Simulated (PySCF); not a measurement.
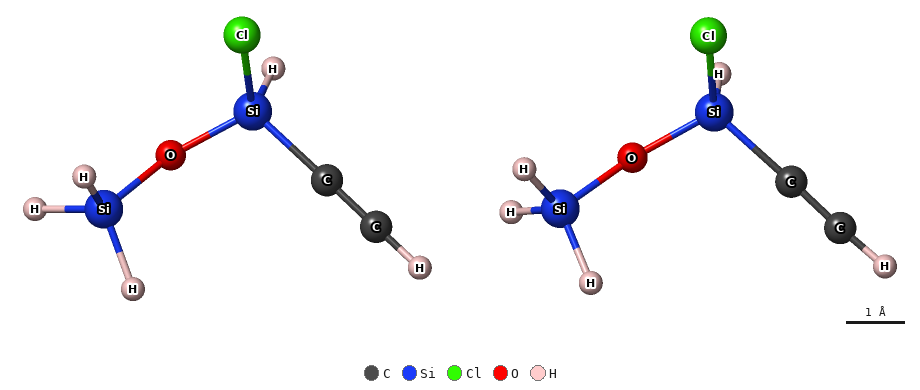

Two geometries of C₂H₅ClOSi₂, drawn at one scale. One is the start of a relaxation, the other its converged end. The picture is a ball-and-stick view, seen face on.

Theory: PBE0-D3(BJ)/def2-SVP geometry optimisation, gas phase (PySCF). 

**Which one is relaxed?**

The left one is the relaxed one. The start comes from GFN2-xTB. Its atoms were then displaced at random by about 0.01 Å. The largest move after the best rigid fit is that of an H atom, 0.42 Å. Largest moves by element: H 0.42 Å, O 0.29 Å, C 0.13 Å, Cl 0.12 Å, Si 0.11 Å. Among the contacts that change: O–Si 1.617 → 1.669 Å, Cl–Si 2.016 → 2.060 Å, H–Si 1.449 → 1.492 Å, C–H 1.048 → 1.076 Å. Bond angles that change, for instance: Si–O–Si 159.5° → 144.0°, O–Si–H 104.1° → 109.1°, O–Si–H 103.2° → 107.6°. The energy falls by 0.254 eV in 12 geometry steps.
